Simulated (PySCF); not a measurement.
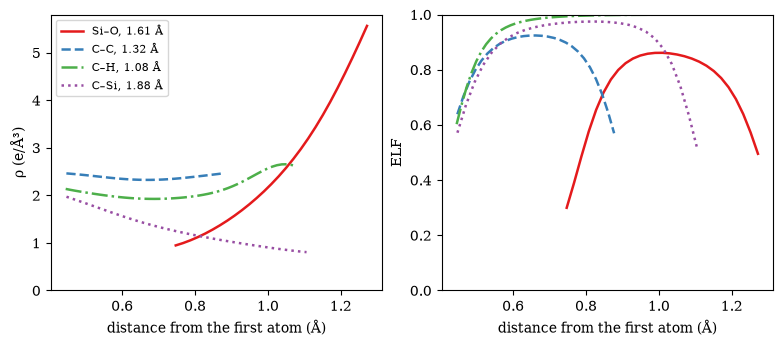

The picture shows: C2H8OSi2 (SMILES C=C[SiH2]O[SiH3]). Electron density and ELF along straight lines between neighbouring atoms. The curves leave out the atomic cores.

Geometry: GFN2-xTB.

These are results of CAM-B3LYP/def2-SVPD, SCF density, gas phase (PySCF), not measurements.

```
atom    x (Å)    y (Å)    z (Å)
   C  -2.0045   0.6495   0.4657
   C  -1.7907  -0.4174  -0.2884
  Si  -0.1011  -1.1631  -0.6520
   O   1.0495  -0.3120   0.1061
  Si   2.1490   0.6910   0.7331
   H  -2.9904   1.0495   0.6531
   H  -1.1865   1.1735   0.9340
   H  -2.6453  -0.9114  -0.7366
   H   0.0004  -2.5214  -0.1145
   H   0.1970  -1.0990  -2.0851
   H   3.0750   1.0479  -0.3402
   H   1.4389   1.8663   1.2381
   H   2.8045  -0.0531   1.8062
```

Question: What can be read from the curves?

Answer: Si–O (1.61 Å): ρ is about 1.1 e/Å³ halfway; the ELF peaks at about 0.85 between the atoms (a short, strongly polar bond).
C–C (1.32 Å): the density is about 2.3 e/Å³ at the midpoint; the ELF peaks at about 0.90 between the atoms (a multiple bond).
C–H (1.08 Å): ρ is about 2 e/Å³ halfway; the ELF climbs to about 1 towards the hydrogen, as it does in any bond to H: an ordinary covalent bond to hydrogen.
C–Si (1.88 Å): ρ at the midpoint is about 0.97 e/Å³; the ELF peaks at about 1 between the atoms; a covalent bond.
